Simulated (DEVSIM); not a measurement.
Structure: abrupt Ge p-n junction, at 300 K.

```csv
layer (left to right),material,thickness (μm),Nd (cm⁻³),Na (cm⁻³),τn (s),τp (s)
1,Ge,49.0,-,2.1e15,4.2e-6,4.2e-6
2,Ge,170,5e17,-,4.2e-6,4.2e-6
```

Left contact: ohmic. Right contact: ohmic. Voltage is applied to the left contact. Recombination: SRH at mid-gap, radiative, Auger. Mobility is μmin + (μ − μmin)/(1 + (N/Nref)^α).

Constants are typed, rounded textbook-type inputs, not results; the design itself was drawn at random and stands for no fabricated device. Values at 300 K.

```tsv
parameter	Ge
gap (eV)	0.664
affinity (eV)	4
permittivity	16
Nc (cm⁻³)	1.04e19
Nv (cm⁻³)	6e18
μn (cm²/Vs)	3900
μp (cm²/Vs)	1900
μn,min	150
μp,min	100
Nref,n	2.6e17
Nref,p	4e17
αn	0.56
αp	0.6
B (cm³/s)	6.4e-14
Cn (cm⁶/s)	1e-31
Cp (cm⁶/s)	1e-31
```

Model (solved in DEVSIM): 1D drift-diffusion, Boltzmann statistics, complete ionisation; no tunnelling, impact ionisation, image-force lowering or self-heating.

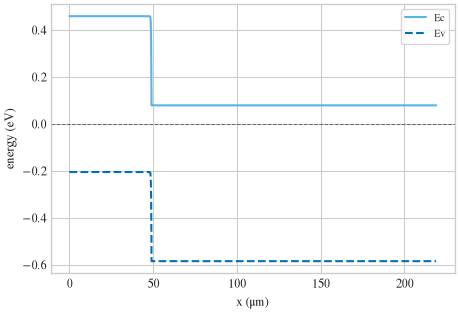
Figure: Band edges at zero bias

Energies count from the Fermi level of the right contact; mesh points crowd at the junctions.

```tsv
x (μm)	Ec (eV)	Ev (eV)	n (cm⁻³)	p (cm⁻³)	field (V/cm)
0.000	0.458	-0.206	2.1e11	2.1e15	≈ 0
0.06457	0.458	-0.206	2.1e11	2.1e15	≈ 0
0.3163	0.458	-0.206	2.1e11	2.1e15	≈ 0
1.231	0.458	-0.206	2.1e11	2.1e15	≈ 0
7.224	0.458	-0.206	2.1e11	2.1e15	≈ 0
26.42	0.458	-0.206	2.1e11	2.1e15	≈ 0
42.90	0.458	-0.206	2.1e11	2.1e15	≈ 0
47.96	0.458	-0.206	2.1e11	2.1e15	≈ 0
48.75	0.363	-0.301	8.2e12	5.3e13	-5800
48.95	0.195	-0.469	5.4e15	8.0e10	-12000
49.00	0.093	-0.571	2.8e17	1.5e9	-20000
49.14	0.078	-0.586	5.0e17	8.7e8	≈ 0
49.58	0.078	-0.586	5.0e17	8.7e8	≈ 0
51.30	0.078	-0.586	5.0e17	8.7e8	≈ 0
62.39	0.078	-0.586	5.0e17	8.7e8	≈ 0
98.48	0.078	-0.586	5.0e17	8.7e8	≈ 0
178.2	0.078	-0.586	5.0e17	8.7e8	≈ 0
208.0	0.078	-0.586	5.0e17	8.7e8	≈ 0
217.1	0.078	-0.586	5.0e17	8.7e8	≈ 0
218.5	0.078	-0.586	5.0e17	8.7e8	≈ 0
218.9	0.078	-0.586	5.0e17	8.7e8	≈ 0
219.0	0.078	-0.586	5.0e17	8.7e8	≈ 0
```
